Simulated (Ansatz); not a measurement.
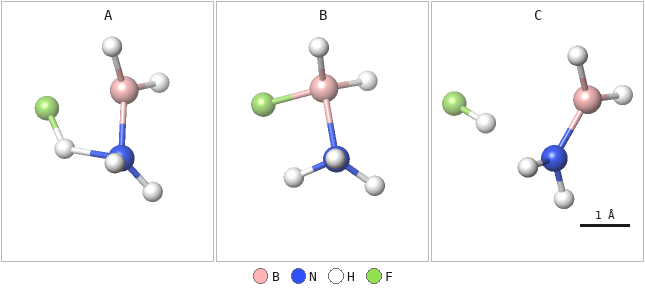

3 geometries from a converged minimum-energy path of BNH₅F, shuffled. A ball-and-stick model, seen at a tilt.

Theory: Ansatz, RKS PBE0/def2-TZVP. Settings: 9 movable images; climbing image; force threshold 0.05 eV/Å; iteration limit 60; starting path through a guess of the saddle point.

Which of them lies highest in energy?

Answer. A. In order along the path, whose images run from 0 to 10: C (image 1, +0.4 kcal/mol), A (image 4, +13.4 kcal/mol), B (image 6, −14.4 kcal/mol). Breaking: F–H (0.94 → 2.61 Å). Forming: B–F (3.36 → 1.40 Å), H–N (1.91 → 1.02 Å).
